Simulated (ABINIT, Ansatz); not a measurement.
# Quasiparticle gap of NaF (Villiaumite) in ABINIT

How does a plane-wave GW calculation on NaF (Villiaumite) run from the first input to the gap?

Program: ABINIT 10.8.3. Level of theory: PBE and many-body steps on it, plane waves. Results are calculated unless marked as measured.

The database entry behind the starting cell differs from later determinations by our own check (0.1 to 0.3 % short, probably kX units), so it need not match the best structure at ambient conditions.

### Step 1. Set-up

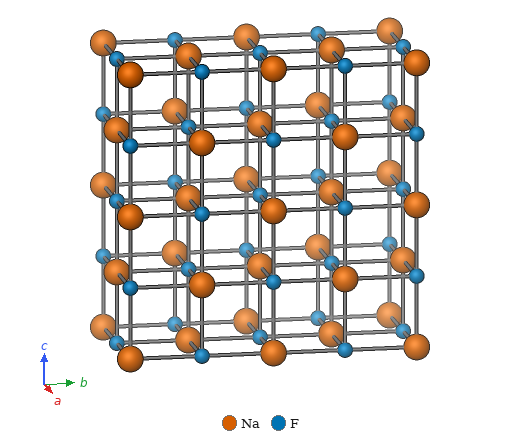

The cell as given, slightly off an axis (sodium orange, fluorine blue). 1×2×2 cells are drawn. This picture shows the conventional cell, with its axes. Some periodic images of atoms are drawn too.

The cell and positions come from the Crystallography Open Database and are kept as given unless a step says otherwise.

### Step 2. Ground state

This step: ABINIT 10.8.3; DFT, PBE, plane waves, norm-conserving pseudopotentials.

The ground-state density comes first.

run.abi reads:

```
acell 3*1.0 Angstrom
rprim 
  0.000000000000 2.310000000000 2.310000000000
  2.310000000000 0.000000000000 2.310000000000
  2.310000000000 2.310000000000 0.000000000000
ntypat 2
znucl 11 9
natom 2
typat 1 2
xred 
  0.000000000000 0.000000000000 0.000000000000
  0.500000000000 0.500000000000 0.500000000000
pp_dirpath "pseudos"
pseudos "Na.upf, F.upf"
ecut 38
ngkpt 8 8 8
nshiftk 1
shiftk 0 0 0
kptopt 1
chksymbreak 0
nband 13
occopt 1
tolvrs 1e-10
nstep 60
prtwf 0
optforces 0
optstress 0
indata_prefix "in"
outdata_prefix "out"
tmpdata_prefix "tmp"
```

Started as:

```console
OMP_NUM_THREADS=1 mpirun -n 4 abinit run.abi > log
```

Numbers of over 12 decimals in the logs are rounded to 6 here.

What it wrote:

```text
.Version 10.8.3 of ABINIT. v10.8.2 released Aug 2026.

 Symmetries : space group Fm -3 m (#225); Bravais cF (face-center cubic)
================================================================================
 Values of the parameters that define the memory need of the present run
     intxc =       0    ionmov =       0      iscf =       7    lmnmax =       5
     lnmax =       5     mgfft =      36  mpssoang =       3    mqgrid =    3001
     natom =       2  nloc_mem =       1    nspden =       1   nspinor =       1
    nsppol =       1      nsym =      48    n1xccc =    2501    ntypat =       2
    occopt =       1   xclevel =       2
-    mband =          13        mffmem =           1         mkmem =           8
       mpw =        1880          nfft =       46656          nkpt =          29
================================================================================
  Rough estimation (10% accuracy) of disk space for files :
================================================================================

--------------------------------------------------------------------------------
------------- Echo of variables that govern the present computation ------------
--------------------------------------------------------------------------------
 -outvars: echo values of preprocessed input variables --------
            acell      1.8897261259E+00  1.8897261259E+00  1.8897261259E+00 Bohr

      chksymbreak           0
             ecut      3.80000000E+01 Hartree
-          fftalg         312

              ixc     -101130
              kpt      0.00000000E+00  0.00000000E+00  0.00000000E+00
                       1.25000000E-01  0.00000000E+00  0.00000000E+00
                       2.50000000E-01  0.00000000E+00  0.00000000E+00
                       3.75000000E-01  0.00000000E+00  0.00000000E+00
                       5.00000000E-01  0.00000000E+00  0.00000000E+00
                       1.25000000E-01  1.25000000E-01  0.00000000E+00
                       2.50000000E-01  1.25000000E-01  0.00000000E+00
                       3.75000000E-01  1.25000000E-01  0.00000000E+00
                       5.00000000E-01  1.25000000E-01  0.00000000E+00
   [... 18 further rows ...]
                      -3.75000000E-01  5.00000000E-01  1.25000000E-01
                      -2.50000000E-01  5.00000000E-01  2.50000000E-01
         kptrlatt        8    0    0      0    8    0      0    0    8
          kptrlen      4.93873623E+01
P           mkmem           8
            natom           2
            nband          13
            ngfft          36      36      36
             nkpt          29
            nstep          60
             nsym          48
           ntypat           2
              occ      2.000000  2.000000  2.000000  2.000000  2.000000  2.000000
                       2.000000  2.000000  0.000000  0.000000  0.000000  0.000000
                       0.000000
        optforces           0
        optstress           0
            prtwf           0
            rprim      0.0000000000E+00  2.3100000000E+00  2.3100000000E+00
[...]
spgroup         225

           tolvrs      1.00000000E-10

             xred      0.0000000000E+00  0.0000000000E+00  0.0000000000E+00
[...]
znucl       11.00000    9.00000

================================================================================

 chkinp: Checking input parameters for consistency.

================================================================================
== DATASET  1 ==================================================================
-   mpi_nproc: 4, omp_nthreads: 1 (-1 if OMP is not activated)

--- !DatasetInfo
iteration_state: {dtset: 1, }
dimensions: {natom: 2, nkpt: 29, mband: 13, nsppol: 1, nspinor: 1, nspden: 1, mpw: 1880, }
cutoff_energies: {ecut:  38.0, pawecutdg:  -1.0, }
electrons: {nelect:   1.60000000E+01, charge:   0.00000000E+00, occopt:   1.00000000E+00, tsmear:   1.00000000E-02, }

 Real(R)+Recip(G) space primitive vectors, cartesian coordinates (Bohr,Bohr^-1):
 R(1)=  0.0000000  4.3652674  4.3652674  G(1)= -0.1145405  0.1145405  0.1145405
 R(2)=  4.3652674  0.0000000  4.3652674  G(2)=  0.1145405 -0.1145405  0.1145405
 R(3)=  4.3652674  4.3652674  0.0000000  G(3)=  0.1145405  0.1145405 -0.1145405
 Unit cell volume ucvol=  1.6636522E+02 bohr^3
 Angles (23,13,12)=  6.00000000E+01  6.00000000E+01  6.00000000E+01 degrees

 getcut: wavevector=  0.0000  0.0000  0.0000  ngfft=  36  36  36
         ecut(hartree)=     38.000   => boxcut(ratio)=   2.10145

--- Pseudopotential description ------------------------------------------------
- Na Generated using ONCVPSP code by D. R. Hamann
- 11.00000   9.00000  171031                  znucl, zion, pspdat
12 -101130 1 -1 1992                          pspcod,pspxc,lmax,lloc,mmax
     nproj     2     2     0
  pspatm : epsatm=    9.36084378
         --- l  ekb(1:nproj) -->
[...]
pspatm: atomic psp has been read  and splines computed

- F Generated using ONCVPSP code by D. R. Hamann
-  9.00000   7.00000  171031                  znucl, zion, pspdat
12 -101130 2 -1 832                           pspcod,pspxc,lmax,lloc,mmax
     nproj     2     2     1
  pspatm : epsatm=    4.87625608
         --- l  ekb(1:nproj) -->
[...]
1   -3.955629   -1.291931
             2   -2.441503
 pspatm: atomic psp has been read  and splines computed

   2.27793598E+02                                ecore*ucvol(ha*bohr**3)
--------------------------------------------------------------------------------

_setup2: Arith. and geom. avg. npw (full set) are    1861.705    1861.686

================================================================================

--- !BeginCycle
iteration_state: {dtset: 1, }
solver: {iscf: 7, nstep: 60, nline: 4, wfoptalg: 0, }
tolerances: {tolvrs: 1.00E-10, }

     iter   Etot(hartree)      deltaE(h)  residm     vres2
 ETOT  1  -70.408066656601    -7.041E+01 6.300E-02 2.786E+02
 ETOT  2  -70.422707022849    -1.464E-02 1.575E-03 2.132E+02
 ETOT  3  -70.480757204434    -5.805E-02 2.641E-03 1.018E+01
 ETOT  4  -70.482977861201    -2.221E-03 2.252E-04 2.827E-02
 ETOT  5  -70.482978541303    -6.801E-07 2.558E-05 4.400E-03
 ETOT  6  -70.482979443633    -9.023E-07 2.926E-05 3.641E-04
 ETOT  7  -70.482979498541    -5.491E-08 2.428E-06 2.384E-05
 ETOT  8  -70.482979502242    -3.700E-09 3.552E-06 1.244E-07
 ETOT  9  -70.482979502256    -1.465E-11 2.568E-07 9.006E-10
 ETOT 10  -70.482979502257    -1.123E-12 4.594E-07 2.958E-11

 At SCF step   10       vres2   =  2.96E-11 < tolvrs=  1.00E-10 =>converged.

--- !ResultsGS
iteration_state: {dtset: 1, }
comment   : Summary of ground state results
lattice_vectors:
- [  0.0000000,   4.3652674,   4.3652674, ]
- [  4.3652674,   0.0000000,   4.3652674, ]
- [  4.3652674,   4.3652674,   0.0000000, ]
lattice_lengths: [   6.17342,    6.17342,    6.17342, ]
lattice_angles: [ 60.000,  60.000,  60.000, ] # degrees, (23, 13, 12)
lattice_volume:   1.6636522E+02
convergence: {deltae: -1.123E-12, res2:  2.958E-11, residm:  4.594E-07, diffor:  0.000E+00, }
etotal    :  -7.04829795E+01
entropy   :   0.00000000E+00
fermie    :  -4.88605676E-02
cartesian_stress_tensor: null
pressure_GPa: null
xred      :
- [  0.0000E+00,   0.0000E+00,   0.0000E+00, Na]
- [  5.0000E-01,   5.0000E-01,   5.0000E-01,  F]
cartesian_forces: null
force_length_stats: {min: null, max: null, mean: null, }

 Integrated electronic density in atomic spheres:
 ------------------------------------------------
 Atom  Sphere_radius  Integrated_density
    1        2.00000          7.97084872
    2        2.00000          7.05564392
================================================================================

 ----iterations are completed or convergence reached----

 Mean square residual over all n,k,spin=   15.498E-10; max=  45.940E-08
 reduced coordinates (array xred) for    2 atoms
       0.000000000000      0.000000000000      0.000000000000
       0.500000000000      0.500000000000      0.500000000000
 rms dE/dt=  0.0000E+00; max dE/dt=  0.0000E+00; dE/dt below (all hartree)
    1       0.000000000000      0.000000000000      0.000000000000
    2       0.000000000000      0.000000000000      0.000000000000

 cartesian coordinates (angstrom) at end:
    1      0.000000     0.000000     0.000000
    2      2.310000     2.310000     2.310000
 length scales=  1.889726125908  1.889726125908  1.889726125908 bohr
              =  1.000000000000  1.000000000000  1.000000000000 angstroms
 prteigrs : about to open file out_EIG
 Fermi (or HOMO) energy (hartree) =  -0.04886   Average Vxc (hartree)=  -0.33630
 Eigenvalues (hartree) for nkpt=  29  k points:
 kpt#   1, nband= 13, wtk=  0.00195, kpt=  0.0000  0.0000  0.0000 (reduced coord)
  -1.77830   -0.75120   -0.74502   -0.74502   -0.74502   -0.04886   -0.04886   -0.04886
   0.18595    0.65511    0.65511    0.65511    0.75878
 prteigrs : prtvol=0 or 1, do not print more k-points.

--- !EnergyTerms
iteration_state     : {dtset: 1, }
comment             : Components of total free energy in Hartree
kinetic             :  4.41522876582249E+01
hartree             :  2.26330635976220E+01
xc                  : -1.24994461213702E+01
Ewald energy        : -4.19984822340426E+01
psp_core            :  1.36923810434905E+00
local_psp           : -6.66884159253213E+01
non_local_psp       : -1.74512245817192E+01
total_energy        : -7.04829795022574E+01
total_energy_eV     : -1.91793957900349E+03
band_energy         : -9.95671373633648E+00

== END DATASET(S) ==============================================================
================================================================================

 -outvars: echo values of variables after computation  --------
           etotal     -7.0482979502E+01
            nband          13
             nkpt          29
          spgroup         225
 [... the other variables as echoed above ...]

 Calculation completed.
```

It took 8.6 s on 4 MPI ranks of Intel Xeon Platinum 8488C (Sapphire Rapids), shared host; peak memory 0.31 GiB.

This step gave:

```
total energy               : -1917.9396 eV
gap                        : 6.390 eV
k of the valence top       : 0, 0, 0
k of the conduction bottom : 0, 0, 0
least direct gap           : 6.390 eV
```

The gap is direct, at Γ.

(Continued in part 2 of 3.)

[Paths, hosts, dates, memory and timing lines, banners, echoed tables and standing remarks are left out of the program output.]

[Logs are printed without paths, hosts, clocks, repeated set-up lines and the standing remarks that a program may print on its own settings, such as how far it seeks lower states.]

[Runs of the session that timed out or met a known fault of the program may be left out.]

[Hosts, paths, dates, database ids (printed as entryN), source tags and the programs' standing remarks are cut or masked in the printed files.]

[G0W0 gaps are taken among the corrected bands and points alone; a level outside them can change the order at an edge.]

[Where Ansatz stands beside ABINIT at settings called matched, ABINIT's density can come from a denser mesh and the files from another edition; pairs whose starting gaps differed by over 0.03 eV were left out, so agreement reads better than it is.]
